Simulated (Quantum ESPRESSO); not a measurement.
# CrO2: magnetism against volume

Wanted: the trend of the moments of CrO2 with volume.

Method: PBE; plane waves with GBRV 1.5 PBE potentials, no spin-orbit coupling, in Quantum ESPRESSO 7.5.

## (1) Starting point

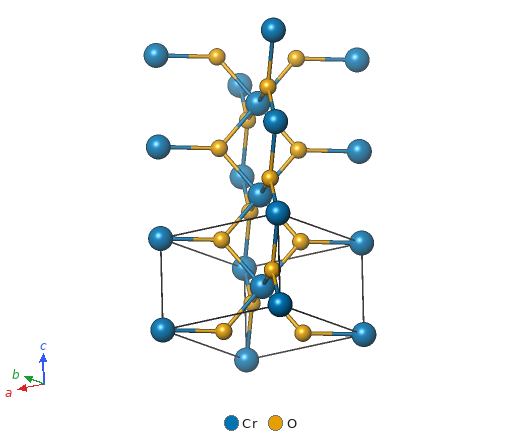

The cell as given, from a free direction (chromium blue, oxygen orange). 1×1×3 cells are drawn. Some periodic images of atoms are drawn too.

The lattice constants were typed from memory of published values and not checked against a source.

## (2) Volume 0.91, ferro ++

All lengths scale alike; the factor is that of the volume. Atoms keep their fractional places. Seeded atoms are those given a starting moment.

pw.in reads:

```
&CONTROL
  calculation = 'scf'
  prefix = 'pwscf'
  outdir = './tmp'
  pseudo_dir = './pseudo'
  disk_io = 'nowf'
  tprnfor = .true.
  tstress = .true.
/
&SYSTEM
  ibrav = 0
  celldm(1) = 8
  nat = 6
  ntyp = 2
  ecutwfc = 40
  ecutrho = 280
  nbnd = 39
  occupations = 'smearing'
  smearing = 'fd'
  degauss = 0.00367493
  nspin = 2
  starting_magnetization(1) = 0.2143
  starting_magnetization(2) = 0
/
&ELECTRONS
  conv_thr = 1.2d-08
  electron_maxstep = 150
  mixing_beta = 0.3
/
ATOMIC_SPECIES
Cr     51.9961 cr_pbe_v1.5.uspp.F.UPF
O      15.9990 o_pbe_v1.2.uspp.F.UPF
CELL_PARAMETERS alat
   1.0119907099928    0.0000000000000    0.0000000000000
   0.0000000000000    1.0119907099928    0.0000000000000
   0.0000000000000    0.0000000000000    0.6677170099635
ATOMIC_POSITIONS crystal
Cr      0.0000000000    0.0000000000    0.0000000000
Cr      0.5000000000    0.5000000000    0.5000000000
O       0.3030000000    0.3030000000    0.0000000000
O       0.6970000000    0.6970000000    0.0000000000
O       0.8030000000    0.1970000000    0.5000000000
O       0.1970000000    0.8030000000    0.5000000000
K_POINTS automatic
6 6 10 0 0 0
```

Run with:

```bash
$ OMP_NUM_THREADS=1 mpirun -n 4 pw.x -nk 4 -in pw.in > pw.out
```

The program printed:

```text
Program PWSCF v.7.5 starts

     Message from routine setup:
     using ibrav=0 with symmetry is DISCOURAGED, use correct ibrav instead

     K-points division:     npool     =       4
     Subspace diagonalization in iterative solution of the eigenvalue problem:

     bravais-lattice index     =            0
     lattice parameter (alat)  =       8.0000  a.u.
     unit-cell volume          =     350.1188 (a.u.)^3
     number of atoms/cell      =            6
     number of atomic types    =            2
     number of electrons       =        52.00
     number of Kohn-Sham states=           39
     kinetic-energy cutoff     =      40.0000  Ry
     charge density cutoff     =     280.0000  Ry
     scf convergence threshold =      1.2E-08
     mixing beta               =       0.3000
     number of iterations used =            8  plain     mixing
     Exchange-correlation= SLA  PW   PBE  PBE
                           (   1   4   3   4   0   0   0)

     celldm(1)=   8.000000  celldm(2)=   0.000000  celldm(3)=   0.000000
     celldm(4)=   0.000000  celldm(5)=   0.000000  celldm(6)=   0.000000

     crystal axes: (cart. coord. in units of alat)
               a(1) = (   1.011991   0.000000   0.000000 )
               a(2) = (   0.000000   1.011991   0.000000 )
               a(3) = (   0.000000   0.000000   0.667717 )

     reciprocal axes: (cart. coord. in units 2 pi/alat)
               b(1) = (  0.988151  0.000000  0.000000 )
               b(2) = (  0.000000  0.988151  0.000000 )
               b(3) = (  0.000000  0.000000  1.497640 )

     PseudoPot. # 1 for Cr read from file:
     cr_pbe_v1.5.uspp.F.UPF
     Pseudo is Ultrasoft + core correction, Zval = 14.0

     PseudoPot. # 2 for O  read from file:
     o_pbe_v1.2.uspp.F.UPF
     Pseudo is Ultrasoft + core correction, Zval =  6.0

     atomic species   valence    mass     pseudopotential
     Cr               14.00    51.99610     Cr( 1.00)
     O                 6.00    15.99900     O ( 1.00)

     Starting magnetic structure
     atomic species   magnetization
     Cr              0.214
     O               0.000

     16 Sym. Ops., with inversion, found ( 8 have fractional translation)

   Cartesian axes

     site n.     atom                  positions (alat units)
         1        Cr     tau(   1) = (   0.0000000   0.0000000   0.0000000  )
         2        Cr     tau(   2) = (   0.5059954   0.5059954   0.3338585  )
         3        O      tau(   3) = (   0.3066332   0.3066332   0.0000000  )
         4        O      tau(   4) = (   0.7053575   0.7053575   0.0000000  )
         5        O      tau(   5) = (   0.8126285   0.1993622   0.3338585  )
         6        O      tau(   6) = (   0.1993622   0.8126285   0.3338585  )

     number of k points=    60  Fermi-Dirac smearing, width (Ry)=  0.0037
                       cart. coord. in units 2pi/alat
        k(    1) = (   0.0000000   0.0000000   0.0000000), wk =   0.0027778
        k(    2) = (   0.0000000   0.0000000   0.1497640), wk =   0.0055556
        k(    3) = (   0.0000000   0.0000000   0.2995281), wk =   0.0055556
        k(    4) = (   0.0000000   0.0000000   0.4492921), wk =   0.0055556
        k(    5) = (   0.0000000   0.0000000   0.5990562), wk =   0.0055556
        [... 55 further k-points ...]

     Dense  grid:    27741 G-vectors     FFT dimensions: (  48,  48,  30)

     Smooth grid:    11977 G-vectors     FFT dimensions: (  36,  36,  24)

     Check: negative core charge=   -0.000008
     Generating pointlists ...
     new r_m :   0.1789 (alat units)  1.4310 (a.u.) for type    1
     new r_m :   0.1789 (alat units)  1.4310 (a.u.) for type    2

     Initial potential from superposition of free atoms

     starting charge      50.0000, renormalised to      52.0000

     negative rho (up, down):  2.040E-03 1.312E-03
     Starting wfcs are   36 randomized atomic wfcs +    3 random wfcs

     Self-consistent Calculation

     iteration #  1     ecut=    40.00 Ry     beta= 0.30
     Davidson diagonalization with overlap
     ethr =  1.00E-02,  avg # of iterations =  6.1

     negative rho (up, down):  1.836E-03 2.105E-03

     total energy              =    -479.64120690 Ry
     estimated scf accuracy    <       3.26945174 Ry

     total magnetization       =     4.00 Bohr mag/cell
     absolute magnetization    =     4.10 Bohr mag/cell

     iteration #  2     ecut=    40.00 Ry     beta= 0.30
     Davidson diagonalization with overlap
     ethr =  6.29E-03,  avg # of iterations =  1.5

     negative rho (up, down):  1.369E-03 2.323E-03

     total energy              =    -480.24608165 Ry
     estimated scf accuracy    <       0.71720372 Ry

     total magnetization       =     4.00 Bohr mag/cell
     absolute magnetization    =     4.61 Bohr mag/cell

     [... further iterations left out ...]

     iteration # 11     ecut=    40.00 Ry     beta= 0.30
     Davidson diagonalization with overlap
     ethr =  1.68E-10,  avg # of iterations =  2.0

     negative rho (up, down):  1.333E-04 5.340E-03

     total energy              =    -480.40589420 Ry
     estimated scf accuracy    <       0.00000003 Ry

     total magnetization       =     4.00 Bohr mag/cell
     absolute magnetization    =     4.39 Bohr mag/cell

     iteration # 12     ecut=    40.00 Ry     beta= 0.30
     Davidson diagonalization with overlap
     ethr =  5.91E-11,  avg # of iterations =  2.0

     negative rho (up, down):  1.329E-04 5.341E-03

     Magnetic moment per site  (integrated on atomic sphere of radius R)
     atom   1 (R=0.179)  charge= 10.4372  magn=  1.6517
     atom   2 (R=0.179)  charge= 10.4372  magn=  1.6517
     atom   3 (R=0.179)  charge=  5.1736  magn= -0.0354
     atom   4 (R=0.179)  charge=  5.1736  magn= -0.0354
     atom   5 (R=0.179)  charge=  5.1736  magn= -0.0354
     atom   6 (R=0.179)  charge=  5.1736  magn= -0.0354

     End of self-consistent calculation

     Number of k-points >= 100: set verbosity='high' to print the bands.

     the Fermi energy is    12.6789 ev

!    total energy              =    -480.40589446 Ry
     estimated scf accuracy    <          9.4E-09 Ry
     smearing contrib. (-TS)   =      -0.00083170 Ry
     internal energy E=F+TS    =    -480.40506275 Ry

     The total energy is F=E-TS. E is the sum of the following terms:
     one-electron contribution =    -187.11197258 Ry
     hartree contribution      =     123.11980412 Ry
     xc contribution           =     -74.40477175 Ry
     ewald contribution        =    -342.00812254 Ry

     total magnetization       =     4.00 Bohr mag/cell
     absolute magnetization    =     4.39 Bohr mag/cell

     convergence has been achieved in  12 iterations

     negative rho (up, down):  1.329E-04 5.341E-03

     Forces acting on atoms (cartesian axes, Ry/au):

     atom    1 type  1   force =     0.00000000    0.00000000    0.00000000
     atom    2 type  1   force =     0.00000000    0.00000000   -0.00000000
     atom    3 type  2   force =    -0.00774415   -0.00774415    0.00000000
     atom    4 type  2   force =     0.00774415    0.00774415    0.00000000
     atom    5 type  2   force =    -0.00774415    0.00774415   -0.00000000
     atom    6 type  2   force =     0.00774415   -0.00774415   -0.00000000

     Total force =     0.021904     Total SCF correction =     0.000014

     Computing stress (Cartesian axis) and pressure

     negative rho (up, down):  1.329E-04 5.341E-03
          total   stress  (Ry/bohr**3)                   (kbar)     P=      331.29
   0.00214885   0.00000000   0.00000000          316.11        0.00        0.00
   0.00000000   0.00214885   0.00000000            0.00      316.11        0.00
   0.00000000   0.00000000   0.00245842            0.00        0.00      361.65

=------------------------------------------------------------------------------=
   JOB DONE.
=------------------------------------------------------------------------------=
```

Wall time 37 s (4 MPI ranks of Arm Neoverse V2, shared host); peak memory 0.44 GiB.

Spin moment in the atom's sphere by atom:

```tsv
atom	spin moment in the atom's sphere (μB)
Cr1	1.65
Cr2	1.65
O3	-0.04
O4	-0.04
O5	-0.04
O6	-0.04
```

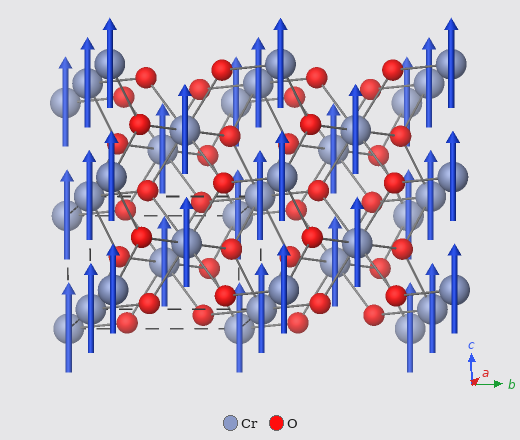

Spin moment in the atom's sphere as arrows, the longest 1.65 μB. Up and down stand for the sign. Arrows give size and sign along the axis of quantisation, drawn up and down the page. 2×2×2 cells are drawn. Some periodic images of atoms are drawn too.

Read from the output:

| Property | Result |
| --- | --- |
| smearing term TS | 0.01132 eV |
| pressure | 33.13 GPa |
| magnetization | 4 μB |
| absolute magnetization | 4.385 μB |
| final state | ferromagnetic |

## (3) Volume 0.91, antiferro +-

pw.in, as its differences from that of step 2:

```diff
@@ -13,6 +13,6 @@
   nat = 6
-  ntyp = 2
+  ntyp = 3
   ecutwfc = 40
   ecutrho = 280
-  nbnd = 39
+  nbnd = 36
   occupations = 'smearing'
@@ -22,3 +22,4 @@
   starting_magnetization(1) = 0.2143
-  starting_magnetization(2) = 0
+  starting_magnetization(2) = -0.2143
+  starting_magnetization(3) = 0
 /
@@ -30,3 +31,4 @@
 ATOMIC_SPECIES
-Cr     51.9961 cr_pbe_v1.5.uspp.F.UPF
+Cr1    51.9961 cr_pbe_v1.5.uspp.F.UPF
+Cr2    51.9961 cr_pbe_v1.5.uspp.F.UPF
 O      15.9990 o_pbe_v1.2.uspp.F.UPF
@@ -37,4 +39,4 @@
 ATOMIC_POSITIONS crystal
-Cr      0.0000000000    0.0000000000    0.0000000000
-Cr      0.5000000000    0.5000000000    0.5000000000
+Cr1     0.0000000000    0.0000000000    0.0000000000
+Cr2     0.5000000000    0.5000000000    0.5000000000
 O       0.3030000000    0.3030000000    0.0000000000
```

The program printed:

```text
     [... lines left out ...]
Program PWSCF v.7.5 starts
     [... lines left out ...]
     number of atoms/cell      =            6
     [... lines left out ...]
     number of electrons       =        52.00
     number of Kohn-Sham states=           36
     kinetic-energy cutoff     =      40.0000  Ry
     charge density cutoff     =     280.0000  Ry
     scf convergence threshold =      1.2E-08
     [... lines left out ...]
      8 Sym. Ops., with inversion, found
     [... lines left out ...]
     number of k points=    78  Fermi-Dirac smearing, width (Ry)=  0.0037
     [... lines left out ...]
     iteration # 15     ecut=    40.00 Ry     beta= 0.30
     [... lines left out ...]
     Magnetic moment per site  (integrated on atomic sphere of radius R)
     atom   1 (R=0.179)  charge= 10.4406  magn=  1.3838
     atom   2 (R=0.179)  charge= 10.4412  magn= -1.3840
     atom   3 (R=0.179)  charge=  5.1679  magn=  0.0119
     atom   4 (R=0.179)  charge=  5.1679  magn=  0.0119
     atom   5 (R=0.179)  charge=  5.1689  magn= -0.0120
     atom   6 (R=0.179)  charge=  5.1689  magn= -0.0120
     [... lines left out ...]
     the Fermi energy is    12.5216 ev
!    total energy              =    -480.38419803 Ry
     estimated scf accuracy    <          6.1E-09 Ry
     smearing contrib. (-TS)   =      -0.00225163 Ry
     [... lines left out ...]
     total magnetization       =    -0.00 Bohr mag/cell
     absolute magnetization    =     3.60 Bohr mag/cell
     convergence has been achieved in  15 iterations
     [... lines left out ...]
     Total force =     0.009009     Total SCF correction =     0.000110
     [... lines left out ...]
          total   stress  (Ry/bohr**3)                   (kbar)     P=      315.51
     [... lines left out ...]
```

Elapsed: 50 s, on 4 MPI ranks; peak memory 0.47 GiB; 3.3 min of CPU time.

Spin moment in the atom's sphere by atom:

```tsv
atom	spin moment in the atom's sphere (μB)
Cr1	1.38
Cr2	-1.38
O3	0.01
O4	0.01
O5	-0.01
O6	-0.01
```

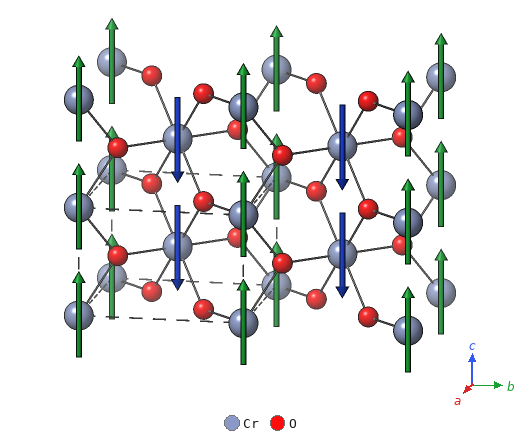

Spin moment in the atom's sphere as arrows, the longest 1.38 μB. Up and down stand for the sign. Arrows give size and sign along the axis of quantisation, drawn up and down the page. The two directions have two colours. 1×2×2 cells are drawn. Some periodic images of atoms are drawn too.

Read from the output:

| Item | Value |
| --- | --- |
| smearing term TS | 0.03063 eV |
| pressure | 31.55 GPa |
| magnetization | 0 μB |
| absolute magnetization | 3.6 μB |
| final state | antiferromagnetic |

## (4) Volume 0.91, no spin polarisation

pw.in, as its differences from that of step 3:

```diff
@@ -13,3 +13,3 @@
   nat = 6
-  ntyp = 3
+  ntyp = 2
   ecutwfc = 40
@@ -20,6 +20,2 @@
   degauss = 0.00367493
-  nspin = 2
-  starting_magnetization(1) = 0.2143
-  starting_magnetization(2) = -0.2143
-  starting_magnetization(3) = 0
 /
@@ -31,4 +27,3 @@
 ATOMIC_SPECIES
-Cr1    51.9961 cr_pbe_v1.5.uspp.F.UPF
-Cr2    51.9961 cr_pbe_v1.5.uspp.F.UPF
+Cr     51.9961 cr_pbe_v1.5.uspp.F.UPF
 O      15.9990 o_pbe_v1.2.uspp.F.UPF
@@ -39,4 +34,4 @@
 ATOMIC_POSITIONS crystal
-Cr1     0.0000000000    0.0000000000    0.0000000000
-Cr2     0.5000000000    0.5000000000    0.5000000000
+Cr      0.0000000000    0.0000000000    0.0000000000
+Cr      0.5000000000    0.5000000000    0.5000000000
 O       0.3030000000    0.3030000000    0.0000000000
```

The program printed:

```text
     [... lines left out ...]
Program PWSCF v.7.5 starts
     [... lines left out ...]
     number of atoms/cell      =            6
     [... lines left out ...]
     number of electrons       =        52.00
     number of Kohn-Sham states=           36
     kinetic-energy cutoff     =      40.0000  Ry
     charge density cutoff     =     280.0000  Ry
     scf convergence threshold =      1.2E-08
     [... lines left out ...]
     16 Sym. Ops., with inversion, found ( 8 have fractional translation)
     [... lines left out ...]
     number of k points=    60  Fermi-Dirac smearing, width (Ry)=  0.0037
     [... lines left out ...]
     iteration # 12     ecut=    40.00 Ry     beta= 0.30
     [... lines left out ...]
     the Fermi energy is    12.8940 ev
!    total energy              =    -480.33169709 Ry
     estimated scf accuracy    <          1.0E-09 Ry
     smearing contrib. (-TS)   =      -0.00471318 Ry
     [... lines left out ...]
     convergence has been achieved in  12 iterations
     [... lines left out ...]
     Total force =     0.067037     Total SCF correction =     0.000005
     [... lines left out ...]
          total   stress  (Ry/bohr**3)                   (kbar)     P=      246.54
     [... lines left out ...]
```

The job ended after 16 s (4 MPI ranks; peak memory 0.36 GiB; 63 s of CPU time).

Numbers from this step:

```yaml
smearing_term_ts: 0.06413 eV
pressure: 24.65 GPa
final_state: non-magnetic (no spin polarisation)
```

## (5) Volume 1.09, ferro ++

pw.in, as its differences from that of step 4:

```diff
@@ -16,3 +16,3 @@
   ecutrho = 280
-  nbnd = 36
+  nbnd = 39
   occupations = 'smearing'
@@ -20,2 +20,5 @@
   degauss = 0.00367493
+  nspin = 2
+  starting_magnetization(1) = 0.2143
+  starting_magnetization(2) = 0
 /
@@ -30,5 +33,5 @@
 CELL_PARAMETERS alat
-   1.0119907099928    0.0000000000000    0.0000000000000
-   0.0000000000000    1.0119907099928    0.0000000000000
-   0.0000000000000    0.0000000000000    0.6677170099635
+   1.0747436659607    0.0000000000000    0.0000000000000
+   0.0000000000000    1.0747436659607    0.0000000000000
+   0.0000000000000    0.0000000000000    0.7091217538136
 ATOMIC_POSITIONS crystal
```

The program printed:

```text
     [... lines left out ...]
Program PWSCF v.7.5 starts
     [... lines left out ...]
     number of atoms/cell      =            6
     [... lines left out ...]
     number of electrons       =        52.00
     number of Kohn-Sham states=           39
     kinetic-energy cutoff     =      40.0000  Ry
     charge density cutoff     =     280.0000  Ry
     scf convergence threshold =      1.2E-08
     [... lines left out ...]
     16 Sym. Ops., with inversion, found ( 8 have fractional translation)
     [... lines left out ...]
     number of k points=    60  Fermi-Dirac smearing, width (Ry)=  0.0037
     [... lines left out ...]
     iteration # 14     ecut=    40.00 Ry     beta= 0.30
     [... lines left out ...]
     Magnetic moment per site  (integrated on atomic sphere of radius R)
     atom   1 (R=0.190)  charge= 10.7046  magn=  1.8499
     atom   2 (R=0.190)  charge= 10.7046  magn=  1.8499
     atom   3 (R=0.190)  charge=  5.3358  magn= -0.1139
     atom   4 (R=0.190)  charge=  5.3358  magn= -0.1139
     atom   5 (R=0.190)  charge=  5.3358  magn= -0.1139
     atom   6 (R=0.190)  charge=  5.3358  magn= -0.1139
     [... lines left out ...]
     the Fermi energy is     9.2469 ev
!    total energy              =    -480.43138656 Ry
     estimated scf accuracy    <          3.0E-10 Ry
     smearing contrib. (-TS)   =      -0.00078440 Ry
     [... lines left out ...]
     total magnetization       =     4.00 Bohr mag/cell
     absolute magnetization    =     5.03 Bohr mag/cell
     convergence has been achieved in  14 iterations
     [... lines left out ...]
     Total force =     0.019529     Total SCF correction =     0.000015
     [... lines left out ...]
          total   stress  (Ry/bohr**3)                   (kbar)     P=     -148.21
     [... lines left out ...]
```

The job ended after 45 s (4 MPI ranks; peak memory 0.49 GiB).

Read from the output:

```yaml
smearing_term_ts: 0.01067 eV
pressure: -14.82 GPa
magnetization: 4 μB
absolute_magnetization: 5.027 μB
final_state: ferromagnetic
largest_moment: 1.850 μB
```

## (6) All points

The runs not shown differ from these in the moved quantity alone.

States, by row:

```tsv
volume	ferro ++	antiferro +-	no spin polarisation
0.91	ferromagnetic	antiferromagnetic	non-magnetic
0.94	ferromagnetic	antiferromagnetic	non-magnetic
0.97	ferromagnetic	antiferromagnetic	non-magnetic
1	ferromagnetic	antiferromagnetic	non-magnetic
1.03	ferromagnetic	antiferromagnetic	non-magnetic
1.06	ferromagnetic	antiferromagnetic	non-magnetic
1.09	ferromagnetic	antiferromagnetic	non-magnetic
```

The largest site moment by volume:

```tsv
volume (factor)	ferro ++ (μB)	antiferro +- (μB)
0.9100	1.65	1.38
0.9400	1.68	1.43
0.9700	1.72	1.48
1.0000	1.75	1.52
1.0300	1.78	1.56
1.0600	1.82	1.61
1.0900	1.85	1.65
```

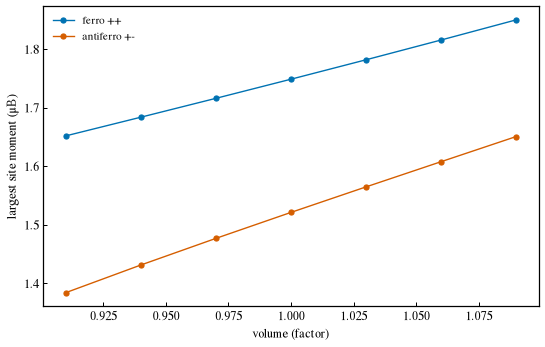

Largest site moment, plotted against volume.

Energy less that of the parallel start against volume; values in meV a seeded atom:

```tsv
volume (factor)	antiferro +-	no spin polarisation
0.9100	148	505
0.9400	155	549
0.9700	162	590
1.0000	167	630
1.0300	171	667
1.0600	174	702
1.0900	177	736
```

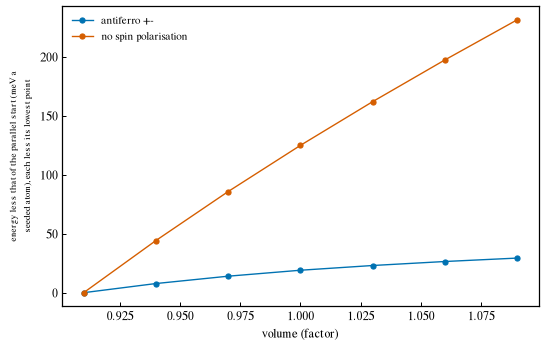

Energy less that of the parallel start, plotted against volume. Each curve is drawn from its own lowest point.

Table of energy over the lowest by volume; values in meV an atom:

```tsv
volume (factor)	ferro ++	antiferro +-	no spin polarisation
0.9100	91.8	141	260
0.9400	43.0	94.8	226
0.9700	13.4	67.3	210
1.0000	0	55.5	210
1.0300	0.319	57.2	223
1.0600	12.2	70.3	246
1.0900	34.0	92.9	279
```

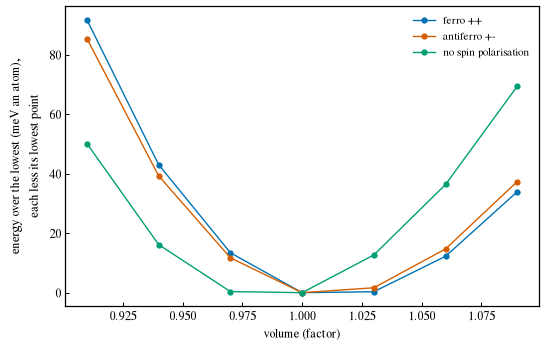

Energy over the lowest, plotted against volume. Each curve is drawn from its own lowest point.

## (7) Outcome

```yaml
moment_parallel_start: 1.65 to 1.85 μB
states_met_from_these_starts: antiferromagnetic and ferromagnetic
```

The moment of the parallel start goes from 1.65 μB at 0.91 to 1.85 μB at 1.09. The net moment of the cell goes from 4 to 4 μB. The radius of the spheres follows the nearest distance, so part of the change of the site moments is the spheres'. The largest moment of the start antiferro +- lies between 1.38 and 1.65 μB. The start antiferro +- lies over the parallel one at every finished point, by 148 to 177 meV a seeded atom. No Hubbard term acts here. In such compounds local and semilocal functionals without one often delocalise the d electrons, and can shrink or lose moments and miss the size, sign and order of the couplings.

[Logs and program files are shortened in this print: banners, set-up blocks, solver, clock and traceback lines can be left out without a mark of their own.]

[Logs are printed without paths, hosts, clocks, repeated set-up lines and the standing remarks that a program may print on its own settings, such as how far it seeks lower states.]

[Hosts, paths, dates, database ids (printed as entryN), source tags and the programs' standing remarks are cut or masked in the printed files.]

[Where a cell is said to come from a database of computed structures, the database is the Materials Project.]
